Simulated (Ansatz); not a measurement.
Band structure of NbC (Fm-3m, 2 atoms in the cell).

```
NbC
1.0
    0.00000     2.23500     2.23500
    2.23500     0.00000     2.23500
    2.23500     2.23500     0.00000
Nb C
1 1
Direct
  0.00000   0.00000   0.00000
  0.50000   0.50000   0.50000
```

Method of the run: PBE (plane waves, PAW; Ansatz, a program for electronic structure).

Settings: kpoints.mp_grid.grid = 17 17 17; hamiltonian.xc = pbe; hamiltonian.pseudopotentials = {kind: paw} (the program's default PAW files); scf.occupations.method = fermi_dirac; scf.occupations.width = 0.05 eV; kpoints.band_path.npoints = 8.

The starting cell has typed, rounded lattice constants, without a prior relaxation at this level. Spin polarisation is off.

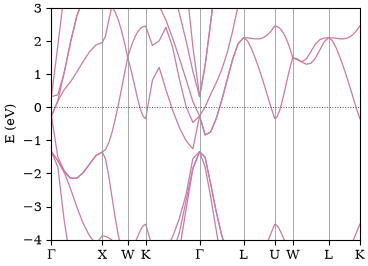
Figure. Bands along the path, energies from the Fermi level.

Levels in eV from the Fermi level, bands 5 to 12:
```tsv
point	5	6	7	8	9	10	11	12
Γ	-13.47	-1.34	-1.34	-1.34	-0.26	-0.26	-0.26	0.32
X	-12.14	-4.21	-3.89	-1.35	-1.35	1.96	3.20	3.20
W	-11.33	-4.67	-4.41	-4.41	1.50	1.50	3.21	5.17
K	-11.42	-5.19	-4.25	-3.53	-0.34	2.45	3.39	5.54
L	-9.82	-7.59	-5.16	-5.16	2.10	2.10	3.53	5.74
U	-11.42	-5.19	-4.25	-3.53	-0.34	2.45	3.39	5.54
```

Bands cross the Fermi level along this path, so the cell is metallic at this level.

Keys are those of Ansatz 0.2.
